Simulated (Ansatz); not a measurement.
# SiClO (quartet): the correlation ladder, cc-pVDZ

Aim: climb from Hartree-Fock through coupled cluster for SiClO (quartet) at one geometry and basis, and see what each rung misses.

Method: cc-pVDZ, core rule «outside noble gas», up to 11 orbitals frozen; program: Ansatz 0.2.0, Gaussian basis.

To be run: UHF; CCSD(T) on ROHF; CCSD(T) on UHF; BCCD(T) on ROHF; CISD as a restricted active space (open shells left free, so some higher excitations enter); CCSDT(Q) on ROHF; CCSDT(Q) on UHF.

31 further runs of the same task are left out: 6 for a known fault of the program, 11 that didn't finish, 14 set aside as unsound or not needed. Runs told in other sessions of the task aren't counted.

### Step 1. What is computed

The geometry is a PBE0/def2-TZVP stationary point (not a proven minimum).

3 atoms, charge 0, spin multiplicity 4.

Atoms are counted from 1 here; the program's logs count them from 0.

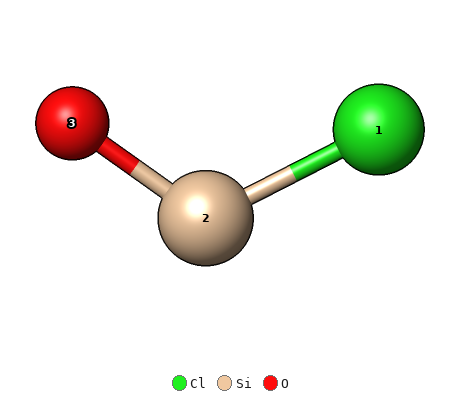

The geometry (chlorine green, silicon light orange, oxygen red); atoms are numbered from 1 in the order of the file.

In the tables R marks a restricted open-shell determinant and U an unrestricted one; energies count from the table's Hartree-Fock row.

### Step 2. UHF

Input file in.yaml:

```yaml
crystal:
  periodic: [false, false, false]
  atoms:
    - {symbol: Cl, position_ang: [0.000000, -0.182593, 1.317915]}
    - {symbol: Si, position_ang: [0.000000, 0.559430, -0.589798]}
    - {symbol: O, position_ang: [0.000000, -0.577421, -1.885025]}
basis:
  gaussian: {orbitals: cc-pVDZ}
magnetization: {spin_polarized: true, initial_magnetization: 3}
hamiltonian: {xc: hf}
output: {orbitals: {seedname: orbitals}}
```

Launch:

```
$ ansatz run in.yaml --threads 1 --pin off --events-out ev --progress --plain --max-ram 2393MiB
```

The log of the run:

```text
Functional definition: HF
  name "HF"
  cite "Fock, Z. Phys. 61, 126 (1930) doi:10.1007/BF01340294"
  parent pbe
  exchange = exact_x
  correlation = 0
508 factors; integrals over basis functions are off by at most 6.9e-4 eV
mean field evaluation 1: about -22396.4335 eV, gradient 2.0e1 eV
mean field evaluation 2: about -22396.4828 eV, gradient 2.0e1 eV
mean field evaluation 4: about -22400.6595 eV, gradient 4.8e0 eV
mean field evaluation 8: about -22401.2296 eV, gradient 6.3e-1 eV
mean field evaluation 16: about -22401.2531 eV, gradient 2.0e-5 eV
mean field evaluation 32: about -22401.3452 eV, gradient 4.5e-4 eV
mean field evaluation 64: about -22390.6619 eV, gradient 2.2e1 eV
mean field evaluation 96: about -22401.2524 eV, gradient 9.5e-2 eV
mean field evaluation 128: about -22376.6902 eV, gradient 2.9e1 eV
mean field -22401.34524926 eV, -823.2342537332 hartree, gradient 5.6e-7 eV, S^2 3.763135; 3 other end points of the search recorded, 0 dependent functions left out
reference -22401.34524926 eV, -823.2342537332 hartree; 21, 18 occupied and 29, 32 virtual orbitals, 508 factors
Total energy: -22401.34524926 eV, -823.2342537332 hartree
```

Run time: 1.9 s. Hardware: 1 thread of Arm Neoverse V1, shared host.

From the report: ⟨S²⟩ of the determinant 3.763 (pure quartet: 3.75).

### Step 3. CCSD(T) on ROHF

in.yaml, as its differences from that of step 2:

```diff
@@ -8,4 +8,3 @@
   gaussian: {orbitals: cc-pVDZ}
-magnetization: {spin_polarized: true, initial_magnetization: 3}
-hamiltonian: {xc: hf}
-output: {orbitals: {seedname: orbitals}}
+magnetization: {spin_polarized: false, initial_magnetization: 3}
+correlation: {method: ccsd_t, electrons: outside_noble_gas}
```

The command is unchanged.

The log of the run, cut to the lines that bear on the results:

```text
Functional definition: HF
  name "HF"
  cite "Fock, Z. Phys. 61, 126 (1930) doi:10.1007/BF01340294"
  parent pbe
[...]
508 factors; integrals over basis functions are off by at most 6.9e-4 eV
[...]
mean field -22401.17279631 eV, -823.2279162040 hartree, gradient 1.7e-6 eV, S^2 3.750000; 13 other end points of the search recorded, 0 dependent functions left out
[...]
determinant -22401.17279631 eV, -823.2279162040 hartree, with singles and doubles -22411.02079580 eV, -823.5898235100 hartree
determinant -22401.08398660 eV, -823.2246525076 hartree, with singles and doubles -22410.92188585 eV, -823.5861886364 hartree
determinant -22397.28447138 eV, -823.0850228985 hartree, with singles and doubles -22407.65610300 eV, -823.4661733305 hartree
determinant -22396.82166832 eV, -823.0680151996 hartree, with singles and doubles -22407.23308379 eV, -823.4506276610 hartree
determinant -22401.17279631 eV, -823.2279162040 hartree, with singles and doubles -22411.02451605 eV, -823.5899602267 hartree
determinant -22401.08398660 eV, -823.2246525076 hartree, with singles and doubles -22410.92582201 eV, -823.5863332879 hartree
11 core orbitals not correlated: weight in the atoms' cores, before any rotation towards them, 1.000 or more for the frozen orbitals, at most 0.000 for the correlated occupied ones
reference -22401.17279631 eV, -823.2279162040 hartree; 10, 7 occupied and 29, 32 virtual orbitals, 508 factors
second order -8.89714247 eV of doubles, -0.11007821 eV of singles
cycle   1  -9.85172117 eV  change   -1.4e-6 eV  update   1.7e-6
perturbative correction -0.23372981 eV, -0.0085894122 hartree
Total energy: -22411.25824729 eV, -823.5985496915 hartree
```

It took 13 s on 1 thread of Arm Neoverse V1, shared host.

From the report: correlation -10.0855 eV; T1 0.025; largest double amplitude 0.03.

### Step 4. CCSD(T) on UHF

in.yaml, as its differences from that of step 3:

```diff
@@ -8,3 +8,3 @@
   gaussian: {orbitals: cc-pVDZ}
-magnetization: {spin_polarized: false, initial_magnetization: 3}
+magnetization: {spin_polarized: true, initial_magnetization: 3}
 correlation: {method: ccsd_t, electrons: outside_noble_gas}
```

Launched as before.

The log of the run, cut to the lines that bear on the results:

```text
Functional definition: HF
  name "HF"
  cite "Fock, Z. Phys. 61, 126 (1930) doi:10.1007/BF01340294"
  parent pbe
[...]
508 factors; integrals over basis functions are off by at most 6.9e-4 eV
[...]
mean field -22401.34524926 eV, -823.2342537332 hartree, gradient 2.9e-6 eV, S^2 3.763135; 6 other end points of the search recorded, 0 dependent functions left out
determinant -22401.34524926 eV, -823.2342537332 hartree, with singles and doubles -22411.02580579 eV, -823.5900076238 hartree
determinant -22401.25310350 eV, -823.2308674389 hartree, with singles and doubles -22410.92666440 eV, -823.5863642450 hartree
determinant -22398.96157079 eV, -823.1466551649 hartree, with singles and doubles -22408.72723273 eV, -823.5055366218 hartree
determinant -22401.34524926 eV, -823.2342537332 hartree, with singles and doubles -22411.02898199 eV, -823.5901243469 hartree
determinant -22401.25310350 eV, -823.2308674389 hartree, with singles and doubles -22410.93011256 eV, -823.5864909624 hartree
11 core orbitals not correlated: weight in the atoms' cores, before any rotation towards them, 1.000 or more for the frozen orbitals, at most 0.000 for the correlated occupied ones
reference -22401.34524926 eV, -823.2342537332 hartree; 10, 7 occupied and 29, 32 virtual orbitals, 508 factors
second order -8.83869851 eV of doubles, -0.00000000 eV of singles
cycle   1  -9.68373420 eV  change   -1.5e-6 eV  update   3.5e-6
perturbative correction -0.22997672 eV, -0.0084514885 hartree
Total energy: -22411.25896019 eV, -823.5985758899 hartree
```

Wall time 9.5 s (1 thread of Arm Neoverse V1, shared host).

From the report: ⟨S²⟩ of the determinant 3.763 (pure quartet: 3.75); correlation -9.9137 eV; T1 0.019; largest double amplitude 0.03.

### Step 5. BCCD(T) on ROHF

in.yaml, as its differences from that of step 4:

```diff
@@ -8,3 +8,3 @@
   gaussian: {orbitals: cc-pVDZ}
-magnetization: {spin_polarized: true, initial_magnetization: 3}
-correlation: {method: ccsd_t, electrons: outside_noble_gas}
+magnetization: {spin_polarized: false, initial_magnetization: 3}
+correlation: {method: bccd_t, electrons: outside_noble_gas}
```

Same command.

The log of the run, cut to the lines that bear on the results:

```text
Functional definition: HF
  name "HF"
  cite "Fock, Z. Phys. 61, 126 (1930) doi:10.1007/BF01340294"
  parent pbe
[...]
508 factors; integrals over basis functions are off by at most 6.9e-4 eV
[...]
mean field -22401.17279631 eV, -823.2279162040 hartree, gradient 1.7e-6 eV, S^2 3.750000; 13 other end points of the search recorded, 0 dependent functions left out
[...]
determinant -22401.17279631 eV, -823.2279162040 hartree, with singles and doubles -22411.02079580 eV, -823.5898235100 hartree
determinant -22401.08398660 eV, -823.2246525076 hartree, with singles and doubles -22410.92188585 eV, -823.5861886364 hartree
determinant -22397.28447138 eV, -823.0850228985 hartree, with singles and doubles -22407.65610300 eV, -823.4661733305 hartree
determinant -22396.82166832 eV, -823.0680151996 hartree, with singles and doubles -22407.23308379 eV, -823.4506276610 hartree
determinant -22401.17279631 eV, -823.2279162040 hartree, with singles and doubles -22411.02451605 eV, -823.5899602267 hartree
determinant -22401.08398660 eV, -823.2246525076 hartree, with singles and doubles -22410.92582201 eV, -823.5863332879 hartree
11 core orbitals not correlated: weight in the atoms' cores, before any rotation towards them, 1.000 or more for the frozen orbitals, at most 0.000 for the correlated occupied ones
reference -22401.17279631 eV, -823.2279162040 hartree; 10, 7 occupied and 29, 32 virtual orbitals, 508 factors
second order -8.89714247 eV of doubles, -0.11007821 eV of singles
cycle   1  -9.83378112 eV  change    1.8e-2 eV  update   1.3e-2
[...]
cycle   9  -9.83265077 eV  change    9.2e-6 eV  update   2.0e-5
perturbative correction -0.25390992 eV, -0.0093310176 hartree
Total energy: -22411.25935700 eV, -823.5985904726 hartree
```

It took 13 s on 1 thread of Arm Neoverse V1, shared host.

From the report: correlation -10.0866 eV; largest double amplitude 0.03.

### Step 6. CISD as a restricted active space (open shells left free, so some higher excitations enter)

in.yaml, as its differences from that of step 5:

```diff
@@ -9,2 +9,2 @@
 magnetization: {spin_polarized: false, initial_magnetization: 3}
-correlation: {method: bccd_t, electrons: outside_noble_gas}
+correlation: {active_space: {ras: {orbitals: [7, 3, 29], electrons: 17, max_holes: 2, max_particles: 2}, fixed_orbitals: true}}
```

Launched as before.

The log of the run, cut to the lines that bear on the results:

```text
Functional definition: HF
  name "HF"
  cite "Fock, Z. Phys. 61, 126 (1930) doi:10.1007/BF01340294"
  parent pbe
[...]
508 factors; integrals over basis functions are off by at most 6.9e-4 eV
[...]
mean field -22401.17279631 eV, -823.2279162040 hartree, gradient 1.7e-6 eV, S^2 3.750000; 13 other end points of the search recorded, 0 dependent functions left out
reference -22401.17279631 eV, -823.2279162040 hartree; 21, 18 occupied and 29, 32 virtual orbitals, 508 factors
state -22410.10423184 eV, -823.5561404057 hartree
Total energy: -22410.10423184 eV, -823.5561404057 hartree
```

Wall time 23 s (1 thread of Arm Neoverse V1, shared host).

From the report: 272,835 determinants.

### Step 7. CCSDT(Q) on ROHF

in.yaml, as its differences from that of step 6:

```diff
@@ -9,2 +9,2 @@
 magnetization: {spin_polarized: false, initial_magnetization: 3}
-correlation: {active_space: {ras: {orbitals: [7, 3, 29], electrons: 17, max_holes: 2, max_particles: 2}, fixed_orbitals: true}}
+correlation: {method: ccsdt_q, electrons: outside_noble_gas}
```

Same command.

The log of the run, cut to the lines that bear on the results:

```text
Functional definition: HF
  name "HF"
  cite "Fock, Z. Phys. 61, 126 (1930) doi:10.1007/BF01340294"
  parent pbe
[...]
921 factors; integrals over basis functions are off by at most 9.9e-8 eV
[...]
mean field -22401.17296101 eV, -823.2279222567 hartree, gradient 1.6e-6 eV, S^2 3.750000; 13 other end points of the search recorded, 0 dependent functions left out
[...]
determinant -22401.17296101 eV, -823.2279222567 hartree, with singles and doubles -22411.02097150 eV, -823.5898299670 hartree
determinant -22401.08415431 eV, -823.2246586707 hartree, with singles and doubles -22410.92206254 eV, -823.5861951298 hartree
determinant -22397.28466304 eV, -823.0850299419 hartree, with singles and doubles -22407.65630571 eV, -823.4661807801 hartree
determinant -22396.82183547 eV, -823.0680213426 hartree, with singles and doubles -22407.23329298 eV, -823.4506353488 hartree
determinant -22401.17296101 eV, -823.2279222567 hartree, with singles and doubles -22411.02469192 eV, -823.5899666900 hartree
determinant -22401.08415431 eV, -823.2246586707 hartree, with singles and doubles -22410.92599851 eV, -823.5863397739 hartree
[...]
11 core orbitals not correlated: weight in the atoms' cores, before any rotation towards them, 1.000 or more for the frozen orbitals, at most 0.000 for the correlated occupied ones
reference -22401.17296101 eV, -823.2279222567 hartree; 10, 7 occupied and 29, 32 virtual orbitals, 921 factors
second order -8.89716225 eV of doubles, -0.11007763 eV of singles
cycle   1  -9.52830143 eV  change   -5.2e-1 eV  update   8.8e-2
[...]
cycle  25  -10.11955308 eV  change   -3.9e-8 eV  update   1.5e-6
perturbative correction -0.02165804 eV, -0.0007959184 hartree
Total energy: -22411.31417214 eV, -823.6006048916 hartree
```

It took 1.8 min on 1 thread of Arm Neoverse V1, shared host; peak memory 1.1 GiB.

From the report: correlation -10.1412 eV; T1 0.026; largest double amplitude 0.04.

### Step 8. CCSDT(Q) on UHF

in.yaml, as its differences from that of step 7:

```diff
@@ -8,3 +8,3 @@
   gaussian: {orbitals: cc-pVDZ}
-magnetization: {spin_polarized: false, initial_magnetization: 3}
+magnetization: {spin_polarized: true, initial_magnetization: 3}
 correlation: {method: ccsdt_q, electrons: outside_noble_gas}
```

Same command.

The log of the run, cut to the lines that bear on the results:

```text
Functional definition: HF
  name "HF"
  cite "Fock, Z. Phys. 61, 126 (1930) doi:10.1007/BF01340294"
  parent pbe
[...]
921 factors; integrals over basis functions are off by at most 9.9e-8 eV
[...]
mean field -22401.34541273 eV, -823.2342597404 hartree, gradient 2.6e-6 eV, S^2 3.763134; 6 other end points of the search recorded, 0 dependent functions left out
determinant -22401.34541273 eV, -823.2342597404 hartree, with singles and doubles -22411.02598119 eV, -823.5900140697 hartree
determinant -22401.25326974 eV, -823.2308735481 hartree, with singles and doubles -22410.92684047 eV, -823.5863707156 hartree
determinant -22398.96174856 eV, -823.1466616981 hartree, with singles and doubles -22408.72742050 eV, -823.5055435223 hartree
determinant -22401.34541273 eV, -823.2342597404 hartree, with singles and doubles -22411.02915749 eV, -823.5901307965 hartree
determinant -22401.25326974 eV, -823.2308735481 hartree, with singles and doubles -22410.93028852 eV, -823.5864974291 hartree
11 core orbitals not correlated: weight in the atoms' cores, before any rotation towards them, 1.000 or more for the frozen orbitals, at most 0.000 for the correlated occupied ones
reference -22401.34541273 eV, -823.2342597404 hartree; 10, 7 occupied and 29, 32 virtual orbitals, 921 factors
second order -8.83871868 eV of doubles, -0.00000000 eV of singles
cycle   1  -9.36983591 eV  change   -5.3e-1 eV  update   8.6e-2
[...]
cycle  25  -9.94823312 eV  change    1.8e-8 eV  update   1.5e-6
perturbative correction -0.02440501 eV, -0.0008968677 hartree
Total energy: -22411.31805086 eV, -823.6007474321 hartree
```

Run time: 87 s. Hardware: 1 thread of Arm Neoverse V1, shared host; peak memory 0.81 GiB.

From the report: ⟨S²⟩ of the determinant 3.763 (pure quartet: 3.75); correlation -9.9726 eV; T1 0.021; largest double amplitude 0.04.

### Step 9. All levels against the top one

The yardstick is UCCSDT(Q), where the cluster series has nearly closed. Rows without a time are mean-field rows or come out of runs for another level: lower rungs of the coupled-cluster runs, or the Hartree-Fock search.

Differences are taken before rounding.

```csv
method,energy from the lowest ROHF (meV),from UCCSDT(Q) (meV),time
ROHF,0.0,+10145.3,
UHF,-172.5,+9972.8,
RMP2,-9007.2,+1138.0,
UMP2,-9011.2,+1134.1,
CISD,-8931.4,+1213.8,23 s
RCCSD,-9851.7,+293.5,
UCCSD,-9856.2,+289.1,
RCCSD(T),-10085.5,+59.8,13 s
UCCSD(T),-10086.2,+59.1,9.5 s
BCCD(T),-10086.6,+58.7,13 s
RCCSDT,-10119.7,+25.5,
UCCSDT,-10120.8,+24.4,
RCCSDT(Q),-10141.4,+3.9,1.8 min
UCCSDT(Q),-10145.3,0,87 s
```

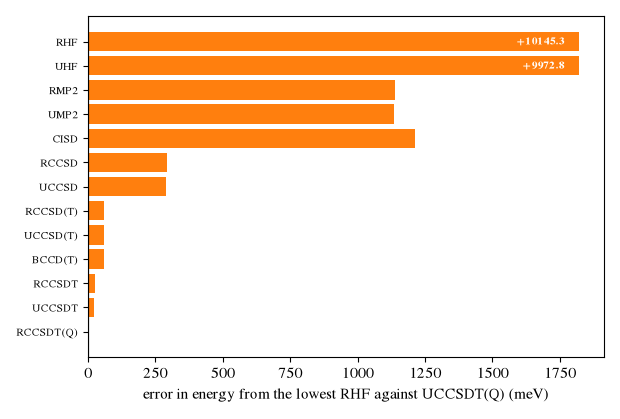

Deviations from UCCSDT(Q), method by method. Bars with a number in them are cut short.

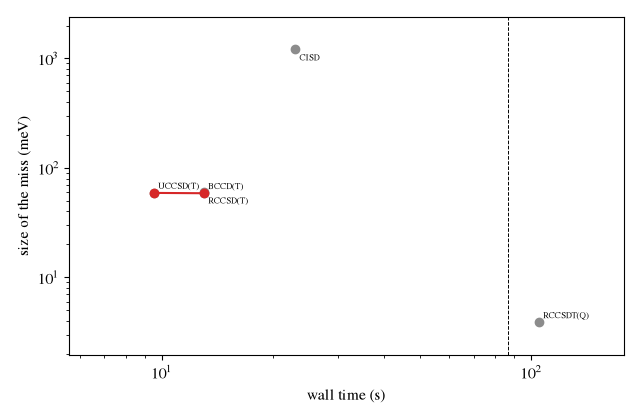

Miss against cost. Red marks the levels that no quicker level drawn beats (of those quicker than the yardstick), and the dashed line is the time of UCCSDT(Q). Times are from a shared host.

With the free atoms at the same levels and basis (separate runs), the atomisation energy is 4.786 eV at UCCSDT(Q), 4.755 eV at RCCSD(T), 4.752 eV at UCCSD(T), 3.450 eV at ROHF.

### Step 10. What came out

| quantity | value |
| --- | --- |
| UCCSDT(Q) from the ROHF energy | -10.1453 eV |
| RMP2 from UCCSDT(Q) | +1138.0 meV |
| UMP2 from UCCSDT(Q) | +1134.1 meV |
| RCCSD from UCCSDT(Q) | +293.5 meV |
| RCCSD(T) from UCCSDT(Q) | +59.8 meV |
| UCCSD(T) from UCCSDT(Q) | +59.1 meV |
| RCCSDT(Q) from UCCSDT(Q) | +3.9 meV |
| levels within 1 kcal/mol (43 meV) | RCCSDT, UCCSDT, RCCSDT(Q) |
| T1 diagnostic | 0.025 |

In words: RCCSD(T) misses by +59.8 meV, 0.6 % of the correlation energy. These misses are within one basis, not against nature; the frozen cores of restricted and unrestricted runs differ, which can shift their rows.

With open shells the CI space here admits some higher excitations, so it is larger than plain CISD.

For cost: BCCD(T) gets within 58.7 meV in 13 s, where UCCSDT(Q) took 87 s; the quickest level in the cost chart, UCCSD(T), takes 9.5 s and misses by 59.1 meV.
